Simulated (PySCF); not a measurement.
# BeH3Br, a complex of two parts: interaction energy, part 2 of 3

PySCF 2.14.0. Atoms count from 0, parts from 1. Earlier steps stand in the parts before.

### 5 Coupled-cluster interaction energy: CCSD(T) and MP2, 2.73 Å

The job: settings as JSON, then the geometry in Å.

```
{"job": {"kind": "intercc", "basis": "aug-cc-pVDZ", "basis_mid": "aug-cc-pVTZ", "basis_large": "aug-cc-pVQZ"}, "charge": 0, "multiplicity": 1, "parts": [{"atoms": "0-2", "charge": 0, "multiplicity": 1}, {"atoms": "3-4", "charge": 0, "multiplicity": 1}]}
Be     0.233799    -0.033091    -0.068296
H     -0.474303     0.644949    -0.993959
H      0.454575    -0.694573     1.085908
Br     2.669723    -0.083148    -1.293127
H      3.391664    -0.799484    -0.294696
```

With the program's defaults for keys left out, this is: CCSD(T)/aug-cc-pVDZ and MP2/aug-cc-pVTZ, aug-cc-pVQZ counterpoise interaction energy, frozen core, gas phase.

Output:

```text
part 1, own basis, geometry of the cluster: E = -15.7673650872 (as before)

part 2, own basis, geometry of the cluster: E = -2573.0486887489 (as before)

part 1, own basis, relaxed alone: E = -15.7719336680 (as before)

part 2, own basis, relaxed alone: E = -2573.0487568552 (as before)

cluster
final grid: 5376 points
cycle   1  E = -2588.8181056948  dE = -8.896e-03  |g| = 3.953e-02  |ddm| = 5.647e-01
cycle   2  E = -2588.8190607970  dE = -9.551e-04  |g| = 1.339e-02  |ddm| = 1.195e-01
cycle   3  E = -2588.8192109207  dE = -1.501e-04  |g| = 5.331e-03  |ddm| = 4.188e-02
cycle   4  E = -2588.8192362888  dE = -2.537e-05  |g| = 8.985e-04  |ddm| = 2.211e-02
cycle   5  E = -2588.8192369888  dE = -7.000e-07  |g| = 2.596e-04  |ddm| = 3.391e-03
cycle   6  E = -2588.8192370258  dE = -3.696e-08  |g| = 7.272e-05  |ddm| = 6.484e-04
cycle   7  E = -2588.8192370309  dE = -5.137e-09  |g| = 1.760e-05  |ddm| = 2.708e-04
cycle   8  E = -2588.8192370312  dE = -3.456e-10  |g| = 5.520e-06  |ddm| = 7.951e-05
converged SCF energy = -2588.8192370312

part 1 in the basis of the cluster
final grid: 5376 points
cycle   1  E = -15.7673969234  dE = -3.778e-05  |g| = 1.252e-03  |ddm| = 1.436e-01
cycle   2  E = -15.7673975974  dE = -6.740e-07  |g| = 1.850e-04  |ddm| = 1.898e-02
cycle   3  E = -15.7673976171  dE = -1.971e-08  |g| = 1.522e-05  |ddm| = 3.420e-03
cycle   4  E = -15.7673976173  dE = -1.936e-10  |g| = 2.246e-06  |ddm| = 2.373e-04
converged SCF energy = -15.7673976173

part 2 in the basis of the cluster
final grid: 5376 points
cycle   1  E = -2573.0487269109  dE = -4.462e-05  |g| = 1.312e-03  |ddm| = 1.657e-01
cycle   2  E = -2573.0487276914  dE = -7.805e-07  |g| = 2.235e-04  |ddm| = 2.665e-02
cycle   3  E = -2573.0487277178  dE = -2.643e-08  |g| = 5.800e-05  |ddm| = 5.384e-03
cycle   4  E = -2573.0487277184  dE = -5.898e-10  |g| = 1.063e-05  |ddm| = 4.370e-04
converged SCF energy = -2573.0487277184

Interaction energy (kcal/mol)
  counterpoise       -5.121
  uncorrected        -6.451
  dispersion part     0.000
  deformation         2.740
  binding            -2.381

Decomposition of the uncorrected value (kcal/mol)
  electrostatic      -9.033
  Pauli              13.321
  orbital            -6.293
  dispersion          0.000
  correlation        -4.446

Charge of each part in the cluster: -0.045 0.045
part 1, own basis, geometry of the cluster: E = -15.7684268017 (as before)

part 2, own basis, geometry of the cluster: E = -2573.0516148536 (as before)

part 1, own basis, relaxed alone: E = -15.7730139389 (as before)

part 2, own basis, relaxed alone: E = -2573.0516877909 (as before)

cluster
final grid: 5376 points
cycle   1  E = -2588.8220589141  dE = -8.941e-03  |g| = 4.129e-02  |ddm| = 5.231e-01
cycle   2  E = -2588.8230295653  dE = -9.707e-04  |g| = 1.432e-02  |ddm| = 1.129e-01
cycle   3  E = -2588.8231781119  dE = -1.485e-04  |g| = 5.874e-03  |ddm| = 4.077e-02
cycle   4  E = -2588.8232086791  dE = -3.057e-05  |g| = 1.068e-03  |ddm| = 2.437e-02
cycle   5  E = -2588.8232094626  dE = -7.835e-07  |g| = 3.955e-04  |ddm| = 3.783e-03
cycle   6  E = -2588.8232095437  dE = -8.107e-08  |g| = 8.447e-05  |ddm| = 1.273e-03
cycle   7  E = -2588.8232095502  dE = -6.512e-09  |g| = 2.193e-05  |ddm| = 3.245e-04
cycle   8  E = -2588.8232095507  dE = -4.457e-10  |g| = 7.463e-06  |ddm| = 7.929e-05
converged SCF energy = -2588.8232095507

part 1 in the basis of the cluster
final grid: 5376 points
cycle   1  E = -15.7684235502  dE = -2.037e-06  |g| = 2.534e-04  |ddm| = 6.038e-02
cycle   2  E = -15.7684235710  dE = -2.086e-08  |g| = 2.928e-05  |ddm| = 5.512e-03
cycle   3  E = -15.7684235715  dE = -4.268e-10  |g| = 2.459e-06  |ddm| = 8.139e-04
converged SCF energy = -15.7684235715

part 2 in the basis of the cluster
final grid: 5376 points
cycle   1  E = -2573.0516164285  dE = -6.218e-06  |g| = 4.207e-04  |ddm| = 1.283e-01
cycle   2  E = -2573.0516165172  dE = -8.871e-08  |g| = 6.097e-05  |ddm| = 1.821e-02
cycle   3  E = -2573.0516165199  dE = -2.629e-09  |g| = 6.783e-06  |ddm| = 3.215e-03
cycle   4  E = -2573.0516165199  dE = -3.001e-11  |g| = 2.121e-06  |ddm| = 1.553e-04
converged SCF energy = -2573.0516165199

Interaction energy (kcal/mol)
  counterpoise       -5.366
  uncorrected        -6.390
  dispersion part     0.000
  deformation         2.793
  binding            -2.574

Decomposition of the uncorrected value (kcal/mol)
  electrostatic      -8.819
  Pauli              13.157
  orbital            -6.332
  dispersion          0.000
  correlation        -4.396

Charge of each part in the cluster: -0.045 0.045
part 1 in the basis of the cluster: E(HF) = -15.763928302  E2 = -0.052920651  E(CCSD corr) = -0.070111436  (T) = -0.000500166
part 2 in the basis of the cluster: E(HF) = -2572.974121841  E2 = -0.152509598  E(CCSD corr) = -0.166586655  (T) = -0.003970491
cluster: E(HF) = -2588.740824160  E2 = -0.209421494  E(CCSD corr) = -0.239985058  (T) = -0.005040413

Counterpoise interaction energy (kcal/mol)
  hf_small                  -1.741
  mp2_small                 -4.245
  ccsd_small                -3.803
  ccsdt_small               -4.161
  hf_large                  -1.989
  mp2_large                 -5.367
  hf_middle                 -1.953
  mp2_middle                -5.121
  scs_mp2_large             -4.563
  mp2_limit                 -5.519
  ccsdt_less_mp2             0.084
  ccsdt_limit_estimate      -5.435
  bsse_mp2_large             1.024
```

It took 76 s on 1 thread of Arm Neoverse N1, shared host; peak memory 0.78 GiB.

Contacts at this geometry (a selection, picked against the atoms' radii; other short pairs can be missing):

```tsv
atoms	distance (Å)	kind (by distance and angle)	angle (°)
Be0···Br3	2.73	coordination	–
```

Differences are taken before rounding.

```tsv
method	interaction energy (kcal/mol)	from CCSD(T), limit estimate (kcal/mol)
HF/aug-cc-pVDZ	-1.74	+3.69
MP2/aug-cc-pVDZ	-4.25	+1.19
CCSD/aug-cc-pVDZ	-3.80	+1.63
CCSD(T)/aug-cc-pVDZ	-4.16	+1.27
HF/aug-cc-pVQZ	-1.99	+3.45
MP2/aug-cc-pVQZ	-5.37	+0.07
SCS-MP2/aug-cc-pVQZ	-4.56	+0.87
MP2, extrapolated	-5.52	-0.08
CCSD(T), limit estimate	-5.43	0
```

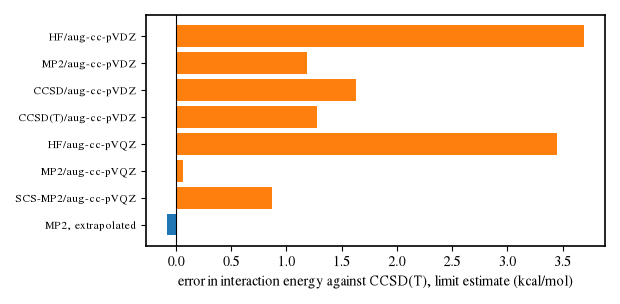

Deviations from CCSD(T), limit estimate, method by method.

These energies keep the parts at their geometry in the cluster; deforming them to it costs 2.79 kcal/mol (MP2).

### 6 Coupled-cluster interaction energy: CCSD(T) and MP2, 2.35 Å

Settings changed since step 5:

```diff
@@ -4,3 +4,3 @@
 H      0.454575    -0.694573     1.085908
-Br     2.669723    -0.083148    -1.293127
-H      3.391664    -0.799484    -0.294696
+Br     2.337551    -0.076322    -1.126105
+H      3.059492    -0.792658    -0.127674
```

Method: CCSD(T)/aug-cc-pVDZ and MP2/aug-cc-pVTZ, aug-cc-pVQZ counterpoise interaction energy, frozen core, gas phase.

Output:

```text
part 1, own basis, geometry of the cluster: E = -15.7673650872 (as before)

part 2, own basis, geometry of the cluster: E = -2573.0486887489 (as before)

part 1, own basis, relaxed alone: E = -15.7719336680 (as before)

part 2, own basis, relaxed alone: E = -2573.0487568552 (as before)

cluster
final grid: 5376 points
cycle   1  E = -2588.8122554456  dE = -2.286e-02  |g| = 6.716e-02  |ddm| = 1.010e+00
cycle   2  E = -2588.8146484378  dE = -2.393e-03  |g| = 2.241e-02  |ddm| = 2.205e-01
cycle   3  E = -2588.8150201192  dE = -3.717e-04  |g| = 9.285e-03  |ddm| = 7.237e-02
cycle   4  E = -2588.8150935731  dE = -7.345e-05  |g| = 1.498e-03  |ddm| = 4.293e-02
cycle   5  E = -2588.8150956581  dE = -2.085e-06  |g| = 4.332e-04  |ddm| = 5.616e-03
cycle   6  E = -2588.8150957675  dE = -1.094e-07  |g| = 1.257e-04  |ddm| = 1.091e-03
cycle   7  E = -2588.8150957834  dE = -1.584e-08  |g| = 2.897e-05  |ddm| = 4.918e-04
cycle   8  E = -2588.8150957843  dE = -9.031e-10  |g| = 9.034e-06  |ddm| = 1.292e-04
converged SCF energy = -2588.8150957843

part 1 in the basis of the cluster
final grid: 5376 points
cycle   1  E = -15.7674084690  dE = -5.079e-05  |g| = 1.461e-03  |ddm| = 1.690e-01
cycle   2  E = -15.7674093647  dE = -8.956e-07  |g| = 2.167e-04  |ddm| = 2.357e-02
cycle   3  E = -15.7674093913  dE = -2.664e-08  |g| = 1.811e-05  |ddm| = 4.369e-03
cycle   4  E = -15.7674093916  dE = -2.628e-10  |g| = 2.342e-06  |ddm| = 3.208e-04
converged SCF energy = -15.7674093916

part 2 in the basis of the cluster
final grid: 5376 points
cycle   1  E = -2573.0487380789  dE = -5.662e-05  |g| = 1.509e-03  |ddm| = 2.322e-01
cycle   2  E = -2573.0487390245  dE = -9.456e-07  |g| = 2.701e-04  |ddm| = 3.709e-02
cycle   3  E = -2573.0487390562  dE = -3.172e-08  |g| = 8.502e-05  |ddm| = 7.283e-03
cycle   4  E = -2573.0487390574  dE = -1.141e-09  |g| = 1.182e-05  |ddm| = 8.366e-04
cycle   5  E = -2573.0487390574  dE = -7.094e-11  |g| = 2.195e-06  |ddm| = 1.968e-04
converged SCF energy = -2573.0487390574

Interaction energy (kcal/mol)
  counterpoise       -4.551
  uncorrected        -6.671
  dispersion part     0.000
  deformation         2.740
  binding            -1.811

Decomposition of the uncorrected value (kcal/mol)
  electrostatic     -20.148
  Pauli              36.865
  orbital           -16.124
  dispersion          0.000
  correlation        -7.263

Charge of each part in the cluster: -0.077 0.077
part 1, own basis, geometry of the cluster: E = -15.7684268017 (as before)

part 2, own basis, geometry of the cluster: E = -2573.0516148536 (as before)

part 1, own basis, relaxed alone: E = -15.7730139389 (as before)

part 2, own basis, relaxed alone: E = -2573.0516877909 (as before)

cluster
final grid: 5376 points
cycle   1  E = -2588.8162703354  dE = -2.281e-02  |g| = 7.048e-02  |ddm| = 9.923e-01
cycle   2  E = -2588.8186799076  dE = -2.410e-03  |g| = 2.417e-02  |ddm| = 2.137e-01
cycle   3  E = -2588.8190465815  dE = -3.667e-04  |g| = 1.009e-02  |ddm| = 6.886e-02
cycle   4  E = -2588.8191324320  dE = -8.585e-05  |g| = 1.771e-03  |ddm| = 4.513e-02
cycle   5  E = -2588.8191347166  dE = -2.285e-06  |g| = 6.696e-04  |ddm| = 6.090e-03
cycle   6  E = -2588.8191349654  dE = -2.488e-07  |g| = 1.455e-04  |ddm| = 2.121e-03
cycle   7  E = -2588.8191349859  dE = -2.048e-08  |g| = 3.742e-05  |ddm| = 5.562e-04
cycle   8  E = -2588.8191349871  dE = -1.218e-09  |g| = 1.211e-05  |ddm| = 1.339e-04
cycle   9  E = -2588.8191349872  dE = -1.382e-10  |g| = 2.550e-06  |ddm| = 5.359e-05
converged SCF energy = -2588.8191349872

part 1 in the basis of the cluster
final grid: 5376 points
cycle   1  E = -15.7684229206  dE = -2.612e-06  |g| = 2.937e-04  |ddm| = 9.227e-02
cycle   2  E = -15.7684229482  dE = -2.764e-08  |g| = 3.446e-05  |ddm| = 9.736e-03
cycle   3  E = -15.7684229488  dE = -5.695e-10  |g| = 2.782e-06  |ddm| = 1.385e-03
converged SCF energy = -15.7684229488

part 2 in the basis of the cluster
final grid: 5376 points
cycle   1  E = -2573.0516176621  dE = -8.016e-06  |g| = 4.796e-04  |ddm| = 1.685e-01
cycle   2  E = -2573.0516177681  dE = -1.060e-07  |g| = 6.713e-05  |ddm| = 2.489e-02
cycle   3  E = -2573.0516177712  dE = -3.099e-09  |g| = 8.370e-06  |ddm| = 4.507e-03
cycle   4  E = -2573.0516177712  dE = -4.547e-11  |g| = 2.725e-06  |ddm| = 2.670e-04
converged SCF energy = -2573.0516177712

Interaction energy (kcal/mol)
  counterpoise       -5.061
  uncorrected        -6.638
  dispersion part     0.000
  deformation         2.793
  binding            -2.268

Decomposition of the uncorrected value (kcal/mol)
  electrostatic     -19.775
  Pauli              36.448
  orbital           -16.112
  dispersion          0.000
  correlation        -7.200

Charge of each part in the cluster: -0.077 0.077
part 1 in the basis of the cluster: E(HF) = -15.763955714  E2 = -0.053010266  E(CCSD corr) = -0.070184621  (T) = -0.000504039
part 2 in the basis of the cluster: E(HF) = -2572.974204888  E2 = -0.153419208  E(CCSD corr) = -0.167569722  (T) = -0.004070201
cluster: E(HF) = -2588.736026111  E2 = -0.212725558  E(CCSD corr) = -0.242952387  (T) = -0.005415934

Counterpoise interaction energy (kcal/mol)
  hf_small                   1.339
  mp2_small                 -2.611
  ccsd_small                -1.922
  ccsdt_small               -2.451
  hf_large                   0.568
  mp2_large                 -5.061
  hf_middle                  0.661
  mp2_middle                -4.551
  scs_mp2_large             -3.760
  mp2_limit                 -5.366
  ccsdt_less_mp2             0.161
  ccsdt_limit_estimate      -5.205
  bsse_mp2_large             1.577
```

Wall time 77 s (1 thread of Arm Neoverse N1, shared host); peak memory 0.78 GiB.

Contacts at this geometry (a selection, picked against the atoms' radii; other short pairs can be missing):

```tsv
atoms	distance (Å)	kind (by distance and angle)	angle (°)
Be0···Br3	2.35	bonding distance	–
```

Differences are taken before rounding.

```tsv
method	interaction energy (kcal/mol)	from CCSD(T), limit estimate (kcal/mol)
HF/aug-cc-pVDZ	1.34	+6.54
MP2/aug-cc-pVDZ	-2.61	+2.59
CCSD/aug-cc-pVDZ	-1.92	+3.28
CCSD(T)/aug-cc-pVDZ	-2.45	+2.75
HF/aug-cc-pVQZ	0.57	+5.77
MP2/aug-cc-pVQZ	-5.06	+0.14
SCS-MP2/aug-cc-pVQZ	-3.76	+1.45
MP2, extrapolated	-5.37	-0.16
CCSD(T), limit estimate	-5.21	0
```

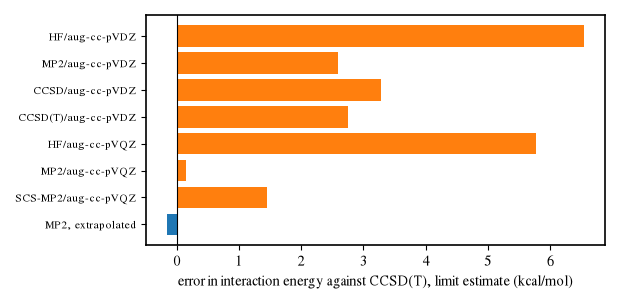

Deviations from CCSD(T), limit estimate, method by method.

These energies keep the parts at their geometry in the cluster; deforming them to it costs 2.79 kcal/mol (MP2).

### 7 Coupled-cluster interaction energy: CCSD(T) and MP2, 3.10 Å

Settings changed since step 6:

```diff
@@ -4,3 +4,3 @@
 H      0.454575    -0.694573     1.085908
-Br     2.337551    -0.076322    -1.126105
-H      3.059492    -0.792658    -0.127674
+Br     3.001894    -0.089974    -1.460150
+H      3.723835    -0.806310    -0.461719
```

Level: CCSD(T)/aug-cc-pVDZ and MP2/aug-cc-pVTZ, aug-cc-pVQZ counterpoise interaction energy, frozen core, gas phase.

Output:

```text
part 1, own basis, geometry of the cluster: E = -15.7673650872 (as before)

part 2, own basis, geometry of the cluster: E = -2573.0486887489 (as before)

part 1, own basis, relaxed alone: E = -15.7719336680 (as before)

part 2, own basis, relaxed alone: E = -2573.0487568552 (as before)

cluster
final grid: 5376 points
cycle   1  E = -2588.8188299466  dE = -3.356e-03  |g| = 2.315e-02  |ddm| = 3.540e-01
cycle   2  E = -2588.8191837455  dE = -3.538e-04  |g| = 7.742e-03  |ddm| = 7.281e-02
cycle   3  E = -2588.8192372949  dE = -5.355e-05  |g| = 2.954e-03  |ddm| = 2.338e-02
cycle   4  E = -2588.8192454224  dE = -8.127e-06  |g| = 4.867e-04  |ddm| = 1.157e-02
cycle   5  E = -2588.8192456258  dE = -2.034e-07  |g| = 1.243e-04  |ddm| = 2.018e-03
cycle   6  E = -2588.8192456344  dE = -8.590e-09  |g| = 3.819e-05  |ddm| = 3.055e-04
cycle   7  E = -2588.8192456357  dE = -1.328e-09  |g| = 9.663e-06  |ddm| = 1.403e-04
cycle   8  E = -2588.8192456358  dE = -1.137e-10  |g| = 3.030e-06  |ddm| = 4.413e-05
converged SCF energy = -2588.8192456358

part 1 in the basis of the cluster
final grid: 5376 points
cycle   1  E = -15.7673894367  dE = -2.946e-05  |g| = 1.074e-03  |ddm| = 1.257e-01
cycle   2  E = -15.7673899340  dE = -4.973e-07  |g| = 1.538e-04  |ddm| = 1.648e-02
cycle   3  E = -15.7673899477  dE = -1.378e-08  |g| = 1.230e-05  |ddm| = 2.887e-03
cycle   4  E = -15.7673899479  dE = -1.266e-10  |g| = 1.826e-06  |ddm| = 1.846e-04
converged SCF energy = -15.7673899479

part 2 in the basis of the cluster
final grid: 5376 points
cycle   1  E = -2573.0487190052  dE = -3.575e-05  |g| = 1.147e-03  |ddm| = 1.429e-01
cycle   2  E = -2573.0487196614  dE = -6.562e-07  |g| = 1.933e-04  |ddm| = 2.214e-02
cycle   3  E = -2573.0487196836  dE = -2.221e-08  |g| = 3.996e-05  |ddm| = 4.363e-03
cycle   4  E = -2573.0487196840  dE = -3.365e-10  |g| = 9.448e-06  |ddm| = 2.493e-04
converged SCF energy = -2573.0487196840

Interaction energy (kcal/mol)
  counterpoise       -3.807
  uncorrected        -4.672
  dispersion part     0.000
  deformation         2.740
  binding            -1.067

Decomposition of the uncorrected value (kcal/mol)
  electrostatic      -4.250
  Pauli               4.608
  orbital            -2.367
  dispersion          0.000
  correlation        -2.662

Charge of each part in the cluster: -0.023 0.023
part 1, own basis, geometry of the cluster: E = -15.7684268017 (as before)

part 2, own basis, geometry of the cluster: E = -2573.0516148536 (as before)

part 1, own basis, relaxed alone: E = -15.7730139389 (as before)

part 2, own basis, relaxed alone: E = -2573.0516877909 (as before)

cluster
final grid: 5376 points
cycle   1  E = -2588.8227730389  dE = -3.419e-03  |g| = 2.438e-02  |ddm| = 2.758e-01
cycle   2  E = -2588.8231404798  dE = -3.674e-04  |g| = 8.335e-03  |ddm| = 6.159e-02
cycle   3  E = -2588.8231946135  dE = -5.413e-05  |g| = 3.289e-03  |ddm| = 2.315e-02
cycle   4  E = -2588.8232046825  dE = -1.007e-05  |g| = 5.697e-04  |ddm| = 1.311e-02
cycle   5  E = -2588.8232049128  dE = -2.303e-07  |g| = 2.012e-04  |ddm| = 2.135e-03
cycle   6  E = -2588.8232049308  dE = -1.807e-08  |g| = 4.564e-05  |ddm| = 6.281e-04
cycle   7  E = -2588.8232049326  dE = -1.796e-09  |g| = 1.212e-05  |ddm| = 1.733e-04
cycle   8  E = -2588.8232049328  dE = -1.301e-10  |g| = 4.290e-06  |ddm| = 4.432e-05
converged SCF energy = -2588.8232049328

part 1 in the basis of the cluster
final grid: 5376 points
cycle   1  E = -15.7684234252  dE = -1.366e-06  |g| = 2.013e-04  |ddm| = 3.427e-02
cycle   2  E = -15.7684234408  dE = -1.557e-08  |g| = 2.566e-05  |ddm| = 4.689e-03
cycle   3  E = -15.7684234412  dE = -3.568e-10  |g| = 2.100e-06  |ddm| = 8.306e-04
converged SCF energy = -15.7684234412

part 2 in the basis of the cluster
final grid: 5376 points
cycle   1  E = -2573.0516157263  dE = -4.845e-06  |g| = 3.742e-04  |ddm| = 9.918e-02
cycle   2  E = -2573.0516158016  dE = -7.530e-08  |g| = 5.574e-05  |ddm| = 1.313e-02
cycle   3  E = -2573.0516158038  dE = -2.221e-09  |g| = 5.548e-06  |ddm| = 2.248e-03
cycle   4  E = -2573.0516158038  dE = -2.092e-11  |g| = 1.507e-06  |ddm| = 8.794e-05
converged SCF energy = -2573.0516158038

Interaction energy (kcal/mol)
  counterpoise       -3.933
  uncorrected        -4.680
  dispersion part     0.000
  deformation         2.793
  binding            -1.141

Decomposition of the uncorrected value (kcal/mol)
  electrostatic      -4.168
  Pauli               4.594
  orbital            -2.416
  dispersion          0.000
  correlation        -2.690

Charge of each part in the cluster: -0.023 0.023
part 1 in the basis of the cluster: E(HF) = -15.763915614  E2 = -0.052869714  E(CCSD corr) = -0.070067457  (T) = -0.000497669
part 2 in the basis of the cluster: E(HF) = -2572.974016071  E2 = -0.152001305  E(CCSD corr) = -0.166055836  (T) = -0.003920817
cluster: E(HF) = -2588.741052508  E2 = -0.207227820  E(CCSD corr) = -0.238050777  (T) = -0.004766426

Counterpoise interaction energy (kcal/mol)
  hf_small                  -1.958
  mp2_small                 -3.437
  ccsd_small                -3.168
  ccsdt_small               -3.386
  hf_large                  -1.986
  mp2_large                 -3.933
  hf_middle                 -1.968
  mp2_middle                -3.807
  scs_mp2_large             -3.455
  mp2_limit                 -4.012
  ccsdt_less_mp2             0.051
  ccsdt_limit_estimate      -3.961
  bsse_mp2_large             0.747
```

It took 76 s on 1 thread of Arm Neoverse N1, shared host; peak memory 0.78 GiB.

Contacts at this geometry (a selection, picked against the atoms' radii; other short pairs can be missing):

```tsv
atoms	distance (Å)	kind (by distance and angle)	angle (°)
Be0···Br3	3.10	inside the van der Waals sum	–
```

Differences are taken before rounding.

```tsv
method	interaction energy (kcal/mol)	from CCSD(T), limit estimate (kcal/mol)
HF/aug-cc-pVDZ	-1.96	+2.00
MP2/aug-cc-pVDZ	-3.44	+0.52
CCSD/aug-cc-pVDZ	-3.17	+0.79
CCSD(T)/aug-cc-pVDZ	-3.39	+0.57
HF/aug-cc-pVQZ	-1.99	+1.97
MP2/aug-cc-pVQZ	-3.93	+0.03
SCS-MP2/aug-cc-pVQZ	-3.46	+0.51
MP2, extrapolated	-4.01	-0.05
CCSD(T), limit estimate	-3.96	0
```

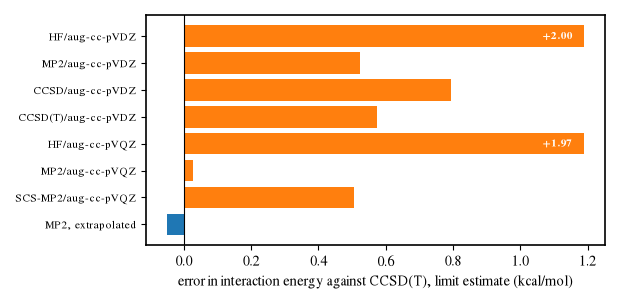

Error of each method against CCSD(T), limit estimate. Bars with a number in them are cut short.

These energies keep the parts at their geometry in the cluster; deforming them to it costs 2.79 kcal/mol (MP2).

(Part 2 of 3 ends here.)
